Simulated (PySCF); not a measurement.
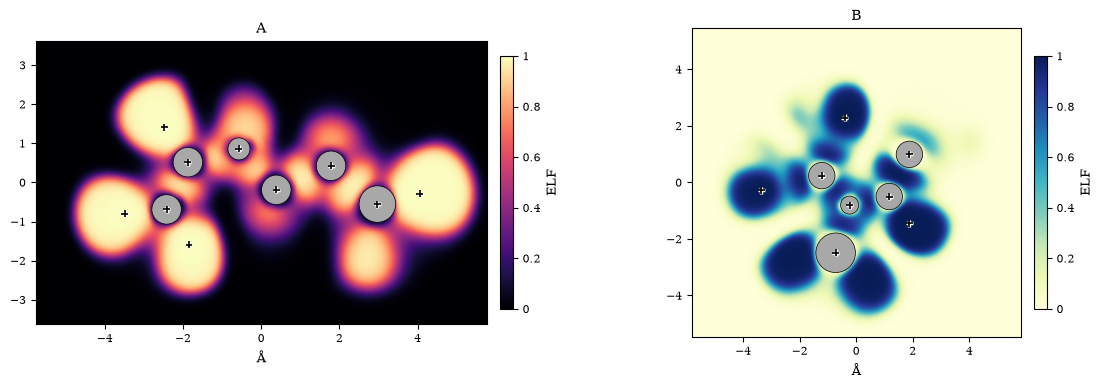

The ELF of 2 systems, each on a plane through atoms (crosses mark nuclei in the plane; grey discs cover the cores).

These are results of PBE0/pcSseg-1, SCF density, gas phase, non-relativistic in PySCF 2.14.0, not measurements.

System 1: C4H16B3NSi, the plane of atoms B2, B4 and N5. Geometry: GFN2-xTB.

```yaml
atoms:
  - { symbol: C, position_ang: [2.1732, -1.2060, 1.6954] }
  - { symbol: B, position_ang: [1.7105, -0.2935, 0.4802] }
  - { symbol: C, position_ang: [2.4725, 1.0958, 0.3389] }
  - { symbol: B, position_ang: [0.7130, -0.8248, -0.7254] }
  - { symbol: N, position_ang: [-0.6655, -0.4925, -0.9348] }
  - { symbol: Si, position_ang: [-1.4563, -1.0715, -2.4032] }
  - { symbol: B, position_ang: [-1.3660, 0.3741, -0.0302] }
  - { symbol: C, position_ang: [-2.5917, 1.2499, -0.5280] }
  - { symbol: C, position_ang: [-0.9559, 0.4768, 1.4964] }
  - { symbol: H, position_ang: [3.1758, -1.5770, 1.4784] }
  - { symbol: H, position_ang: [2.2540, -0.6525, 2.6298] }
  - { symbol: H, position_ang: [1.5477, -2.0782, 1.8749] }
  - { symbol: H, position_ang: [1.8523, 1.8870, -0.0795] }
  - { symbol: H, position_ang: [2.9095, 1.4621, 1.2665] }
  - { symbol: H, position_ang: [3.2963, 0.9578, -0.3630] }
  - { symbol: H, position_ang: [1.1941, -1.5096, -1.5655] }
  - { symbol: H, position_ang: [-2.8928, -1.1937, -2.1412] }
  - { symbol: H, position_ang: [-1.1985, -0.1301, -3.5009] }
  - { symbol: H, position_ang: [-0.9132, -2.3952, -2.7092] }
  - { symbol: H, position_ang: [-3.5271, 0.7375, -0.3023] }
  - { symbol: H, position_ang: [-2.5870, 1.4455, -1.5981] }
  - { symbol: H, position_ang: [-2.6375, 2.2076, -0.0122] }
  - { symbol: H, position_ang: [-1.7724, 0.8344, 2.1214] }
  - { symbol: H, position_ang: [-0.1391, 1.1868, 1.6149] }
  - { symbol: H, position_ang: [-0.6069, -0.4665, 1.9059] }
```

System 2: C5H11BO (SMILES B[C@H](C)COC=C), the plane of atoms C6, C7 and H18. Geometry: GFN2-xTB.

```xyz
18

B    -1.9247    1.6864    0.4141
C    -1.2383    0.3912   -0.1532
C    -1.8494   -0.9353    0.3203
C     0.2848    0.3419    0.0009
O     0.7948   -0.6762   -0.8442
C     2.1183   -0.9334   -0.7905
C     3.0497   -0.3491   -0.0526
H    -3.0717    1.6773    0.6343
H    -1.3086    2.6663    0.5748
H    -1.4264    0.4553   -1.2375
H    -1.3734   -1.7721   -0.1857
H    -1.7042   -1.0539    1.3922
H    -2.9160   -0.9617    0.1139
H     0.5500    0.1230    1.0440
H     0.7329    1.3050   -0.2765
H     2.3572   -1.7379   -1.4746
H     2.8467    0.4558    0.6300
H     4.0698   -0.6764   -0.1215
```

### Which map belongs to which system?

Panel A is system 2, C5H11BO: the plane holds B, C, O and H. C–C (1.32 Å): the ELF peaks at about 0.90 between the atoms; a multiple bond. Panel B is system 1, C4H16B3NSi: the plane holds B, N, Si and H. B–N (1.43 Å): the ELF peaks at about 0.95 between the atoms (a shared but strongly polarised pair).
